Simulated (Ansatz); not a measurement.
# BCl2HS (SMILES SB(Cl)Cl): single points off equilibrium

The atoms stand at a structure displaced at random from a GFN2-xTB minimum. How far do the functionals agree with CCSD(T) there?

Method: single points in def2-TZVPP; program: Ansatz 0.2.0, Gaussian basis.

Correlated methods freeze the cores.

### Step 1. Starting geometry

SMILES `SB(Cl)Cl`, 5 atoms, charge 0, spin multiplicity 1.

Atoms are counted from 1 here; the program's logs count them from 0.

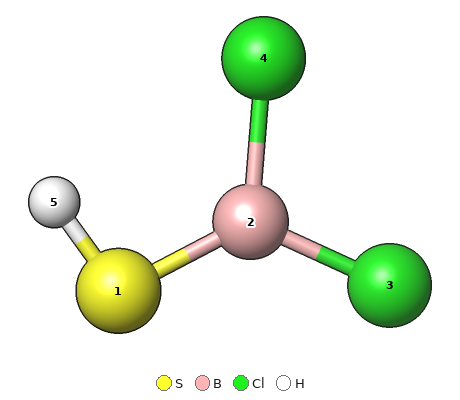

The starting geometry (sulfur yellow, boron pink, chlorine green, hydrogen white); atoms are numbered from 1 in the order of the file.

Geometry (Å):

```mol
BCl2HS
  3D, bonds by distance, orders not assigned

  5  4  0  0  0  0  0  0  0  0999 V2000
   -0.1399    1.4714    0.0320 S   0  0
    0.2077   -0.2059    0.2116 B   0  0
    1.4790   -0.9415    1.1618 Cl  0  0
   -0.6138   -1.4923   -0.8716 Cl  0  0
   -1.0559    1.3858   -0.8179 H   0  0
  1  2  8  0
  1  5  8  0
  2  3  8  0
  2  4  8  0
M  END
```

### Step 2. CCSD(T)/def2-TZVPP

Contents of run/in.yaml:

```yaml
crystal:
  periodic: [false, false, false]
  atoms:
    - {symbol: S, position_ang: [-0.139900, 1.471400, 0.032000]}
    - {symbol: B, position_ang: [0.207700, -0.205900, 0.211600]}
    - {symbol: Cl, position_ang: [1.479000, -0.941500, 1.161800]}
    - {symbol: Cl, position_ang: [-0.613800, -1.492300, -0.871600]}
    - {symbol: H, position_ang: [-1.055900, 1.385800, -0.817900]}
basis:
  gaussian: {orbitals: def2-TZVPP}
correlation: {method: ccsd_t}
output: {forces: true}
```

No record of the launch command was kept for these runs.

### Step 3. PBE0-D4/def2-TZVPP

run/in.yaml: that of step 2 with these lines changed.

```diff
@@ -10,3 +10,3 @@
   gaussian: {orbitals: def2-TZVPP}
-correlation: {method: ccsd_t}
-output: {forces: true}
+hamiltonian: {xc: pbe0, dispersion: d4}
+output: {forces: true, orbitals: {seedname: orbitals}}
```

### Step 4. wB97M-V/def2-TZVPP

run/in.yaml: that of step 3 with these lines changed.

```diff
@@ -10,3 +10,3 @@
   gaussian: {orbitals: def2-TZVPP}
-hamiltonian: {xc: pbe0, dispersion: d4}
-output: {forces: true, orbitals: {seedname: orbitals}}
+hamiltonian: {xc: {name: wB97M-V}}
+output: {forces: true}
```

### Step 5. r2SCAN-D4/def2-TZVPP

run/in.yaml: that of step 4 with these lines changed.

```diff
@@ -10,3 +10,3 @@
   gaussian: {orbitals: def2-TZVPP}
-hamiltonian: {xc: {name: wB97M-V}}
+hamiltonian: {xc: r2scan, dispersion: d4}
 output: {forces: true}
```

### Step 6. PBE-D4/def2-TZVPP

run/in.yaml: that of step 5 with these lines changed.

```diff
@@ -10,3 +10,3 @@
   gaussian: {orbitals: def2-TZVPP}
-hamiltonian: {xc: r2scan, dispersion: d4}
+hamiltonian: {xc: pbe, dispersion: d4}
 output: {forces: true}
```

### Step 7. HSE06-D4/def2-TZVPP

run/in.yaml: that of step 6 with these lines changed.

```diff
@@ -10,3 +10,3 @@
   gaussian: {orbitals: def2-TZVPP}
-hamiltonian: {xc: pbe, dispersion: d4}
+hamiltonian: {xc: hse06, dispersion: d4}
 output: {forces: true}
```

### Step 8. B97M-V/def2-TZVPP

run/in.yaml: that of step 7 with these lines changed.

```diff
@@ -10,3 +10,3 @@
   gaussian: {orbitals: def2-TZVPP}
-hamiltonian: {xc: hse06, dispersion: d4}
+hamiltonian: {xc: {name: B97M-V}}
 output: {forces: true}
```

(Steps that only read results are left out.)

Q: Predict the outcome of this session. Wanted: energy less free atoms, CCSD(T)/def2-TZVPP; RMS force component; RMS force error; HOMO and LUMO, PBE0-D4; T1 diagnostic.

The runs gave:

```
                                  quantity                                                                                           value
energy less free atoms, CCSD(T)/def2-TZVPP                                                                                 -376.7 kcal/mol
                       RMS force component                                                            1.546 to 1.622 eV/Å over the methods
                           RMS force error  PBE0-D4 0.113, wB97M-V 0.077, r2SCAN-D4 0.089, PBE-D4 0.158, HSE06-D4 0.111, B97M-V 0.114 eV/Å
                    HOMO and LUMO, PBE0-D4                                                                              -8.71 and -1.48 eV
                             T1 diagnostic                                                                                           0.012
```

**Reading.** Against CCSD(T) the functionals' energies less atoms differ by -28.8 to -19.8 kcal/mol, PBE-D4 by -28.8 kcal/mol. A larger basis would deepen the CCSD(T) value, while the functionals are nearly converged already, so the order here is not reliable. For forces wB97M-V does best and PBE-D4 worst. Frozen-core CCSD(T) forces in triple zeta carry basis errors of their own, and this is one geometry, so small gaps rank nothing.
